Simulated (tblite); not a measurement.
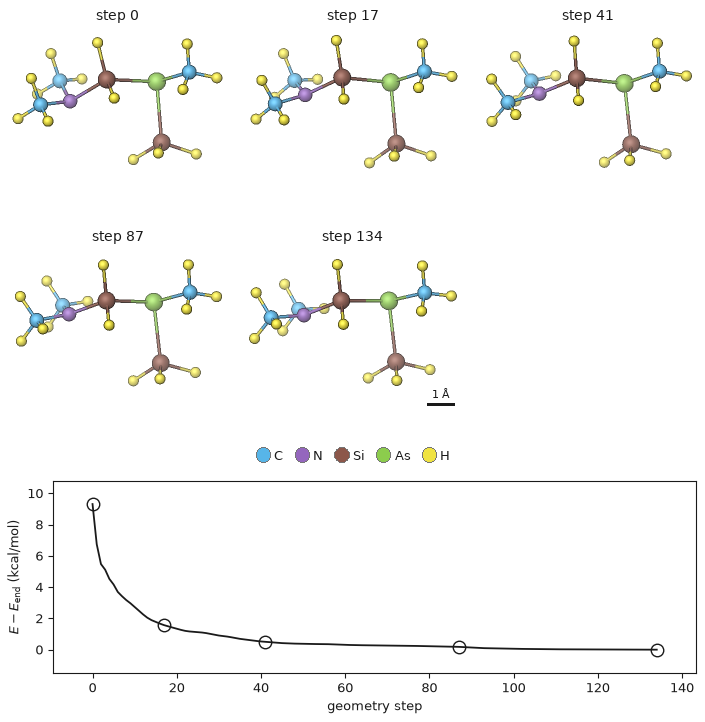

Frames of a relaxation of C3H14AsNSi2, marked on the history of the run. The picture is a ball-and-stick view, seen at a tilt.

Computed with GFN2-xTB geometry optimisation, gas phase in tblite. 

### Describe the path.

Over 134 geometry steps the energy falls by 9.31 kcal/mol. The atom that moves furthest after the best rigid fit is an H atom (0.75 Å). Largest moves by element: H 0.75 Å, N 0.37 Å, C 0.35 Å, Si 0.24 Å, As 0.18 Å. Some distances before and after: N–Si 1.812 → 1.722 Å, H–Si 1.460 → 1.488 Å, C–H 1.120 → 1.095 Å, C–N 1.461 → 1.438 Å. Bond angles that change, for instance: C–N–Si 109.7° → 122.3°, C–N–Si 109.2° → 119.1°, As–Si–H 109.0° → 116.9°. From step 0 to 17: N and H atoms move most (0.26 Å), energy −7.74 kcal/mol. From step 17 to 41: H atoms move most (0.28 Å), energy −1.07 kcal/mol. From step 41 to 87: an H atom moves most (0.29 Å), energy −0.32 kcal/mol. From step 87 to 134: an H atom moves most (0.28 Å), energy −0.18 kcal/mol.

| step | E − E(0), kcal/mol |
| --- | --- |
| 0 | 0.00 |
| 1 | -2.57 |
| 2 | -3.84 |
| 3 | -4.20 |
| 4 | -4.79 |
| 5 | -5.14 |
| 6 | -5.62 |
| 7 | -5.89 |
| 8 | -6.14 |
| 9 | -6.34 |
| 10 | -6.58 |
| 17 | -7.74 |
| 23 | -8.15 |
| 30 | -8.41 |
| 36 | -8.66 |
| 43 | -8.85 |
| 49 | -8.93 |
| 56 | -8.96 |
| 62 | -9.02 |
| 69 | -9.05 |
| 75 | -9.06 |
| 82 | -9.10 |
| 88 | -9.15 |
| 95 | -9.23 |
| 101 | -9.26 |
| 108 | -9.28 |
| 114 | -9.29 |
| 121 | -9.30 |
| 127 | -9.31 |
| 134 | -9.31 |
